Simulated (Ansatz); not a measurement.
**Response to strain in AlRu**

Base system: AlRu in the CsCl type structure (space group Pm-3m, No. 221; relaxed with 0.1 eV smearing).

Space group Pm-3m (No. 221); a = b = c = 3.005 Å, α = β = γ = 90.00°

```csv
atom,site,symmetry,x,y,z
Al,1a,m-3m,0.0000,0.0000,0.0000
Ru,1b,m-3m,0.5000,0.5000,0.5000
```

Strains are applied to the cell and any free atomic positions relax.

Level of theory: PBE (Ansatz, a quantum-chemistry and plane-wave program), scalar-relativistic without spin-orbit coupling.

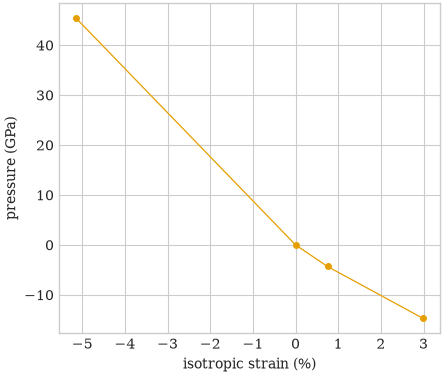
Figure. Pressure against isotropic strain

Task: From the plot, what is the pressure for isotropic strain +2.98 %?

Result: About -15 GPa.

Task: Is the trend monotonic over the range shown?

Result: Yes, it falls throughout, spanning -14.7 GPa to 45.4 GPa.

No phonon test of stability was made. The final runs are not spin-polarised.
